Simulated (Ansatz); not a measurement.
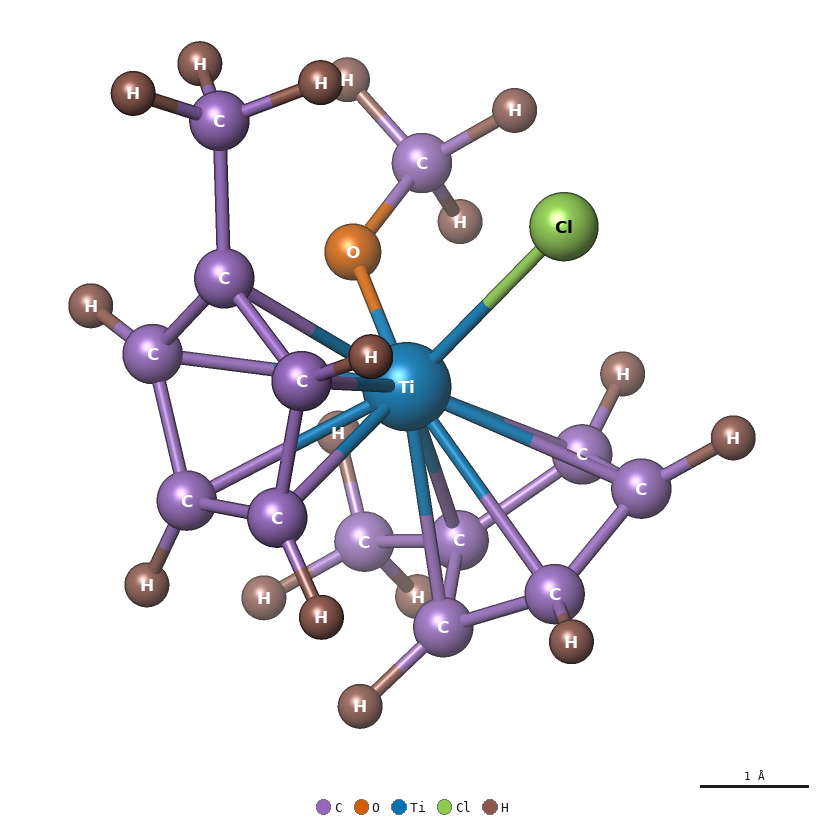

Depth is shown by fading: the farther an atom, the more it takes the colour of the background. The species is neutral and a spin singlet. Computed geometry: PBE0-D4/def2-TZVP optimisation. No frequency run is at hand to confirm it as a minimum. Masses are those of the most abundant isotopes; constants are for the rigid equilibrium geometry.

Question: What kind of rotor is it, and what are its rotational constants in cm⁻¹?

Answer: An asymmetric top (C1): A = 0.0214, B = 0.0153, C = 0.0143 cm⁻¹. Ray's parameter κ is −0.73, nearer the prolate limit.
